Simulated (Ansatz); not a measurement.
# CH5AlClGa: taking an electron away

Aim: the vertical ionisation energy of CH5AlClGa, as cation minus neutral at the neutral's geometry, on several levels, and how well −ε(HOMO) stands in for it.

Program: Ansatz 0.2.0, Gaussian basis. Level of theory: unrestricted cation, the program's frozen cores in correlated methods. These are calculated values, not measurements.

Plan: UKS PBE-D4/def2-TZVPP; UKS r2SCAN-D4/def2-TZVPP; UKS PBE0-D4/def2-TZVPP; UKS B3LYP-D4/def2-TZVPP; UKS wB97X-V/def2-TZVPP; UKS wB97M-V/def2-TZVPP; UKS B2PLYP/def2-TZVPP; UHF-CCSD(T)/def2-TZVPP; UHF-MP2/def2-QZVPP; extrapolation to the limit; then −ε(HOMO) from the neutral's earlier runs with LDA (SPW92), PBE-D4, revPBE-D4, BLYP-D4, r2SCAN-D4, B97M-V, PBE0-D4, B3LYP-D4, r2SCANh-D4, r2SCAN0-D4, HSE06-D4, BHLYP-D4, CAM-B3LYP-D4, LC-ωPBE, ωB97X-V, ωB97M-V.

## 1. The relaxed structure

The geometry comes from an earlier relaxation with PBE0-D4 in a triple-zeta def2 set; it is a stationary point, not always the lowest conformer.

9 atoms, charge 0, spin multiplicity 1.

Atoms are counted from 1 here; the program's logs count them from 0.

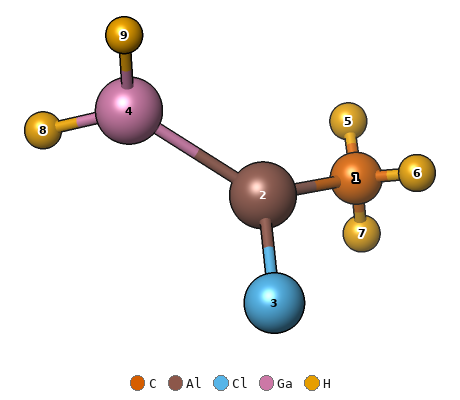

The geometry (carbon orange, aluminium brown, chlorine blue, gallium pink, hydrogen amber); atoms are numbered from 1 in the order of the file.

## 2. Cation, UKS PBE-D4/def2-TZVPP

in.yaml

```yaml
crystal:
  periodic: [false, false, false]
  atoms:
    - {symbol: C, position_ang: [0.085045, 1.276104, -1.282425]}
    - {symbol: Al, position_ang: [0.558303, 0.096722, 0.191749]}
    - {symbol: Cl, position_ang: [2.521012, 0.329725, 0.963173]}
    - {symbol: Ga, position_ang: [-0.772264, -1.688175, 1.357327]}
    - {symbol: H, position_ang: [-0.941260, 1.137288, -1.630507]}
    - {symbol: H, position_ang: [0.207280, 2.322716, -0.985239]}
    - {symbol: H, position_ang: [0.757539, 1.107957, -2.130232]}
    - {symbol: H, position_ang: [-0.761389, -3.193951, 0.884923]}
    - {symbol: H, position_ang: [-1.654265, -1.388396, 2.631231]}
basis:
  gaussian: {orbitals: def2-TZVPP}
total_charge: 1
magnetization: {spin_polarized: true, initial_magnetization: 1}
hamiltonian: {xc: pbe, dispersion: d4}
```

The run is started by

```bash
$ ansatz run in.yaml --threads 2 --pin off --events-out ev --progress --plain --max-ram 32768MiB --backend cpu
```

The runs that follow: Cation, UKS r2SCAN-D4/def2-TZVPP; Cation, UKS PBE0-D4/def2-TZVPP; Cation, UKS B3LYP-D4/def2-TZVPP; Cation, UKS wB97X-V/def2-TZVPP; Cation, UKS wB97M-V/def2-TZVPP; Cation, UKS B2PLYP (frozen core)/def2-TZVPP; Cation, UHF-CCSD(T)/def2-TZVPP; Cation, UHF-MP2/def2-QZVPP.

Before running them: what should the planned runs give, taken together? Wanted: ionisation energy, CCSD(T)/CBS; nearest functional by difference; nearest −ε(HOMO); −ε(HOMO) of PBE; T1 of the cation.

As calculated:

```
                        quantity               value
  ionisation energy, CCSD(T)/CBS             9.22 eV
nearest functional by difference  ωB97X-V (-0.13 eV)
                nearest −ε(HOMO)  ωB97X-V (-0.02 eV)
                 −ε(HOMO) of PBE             5.97 eV
                T1 of the cation               0.017
```

By cation minus neutral, the functionals miss by 0.59 eV at most. −ε(HOMO) of PBE misses by 3.2 eV, since self-interaction lifts the level. Among orbital estimates ωB97X-V comes nearest. Hartree-Fock falls 0.80 eV short, as the neutral has more correlation energy than the cation. The cation may have settled in a state other than its lowest; no search over hole states beyond the program's own was made. Correlated methods include outer-core shells of Ga, which these sets cover unevenly. With outer-core shells in play the reference is unsure by up to some tenths of an eV, so close misses can't be ranked.
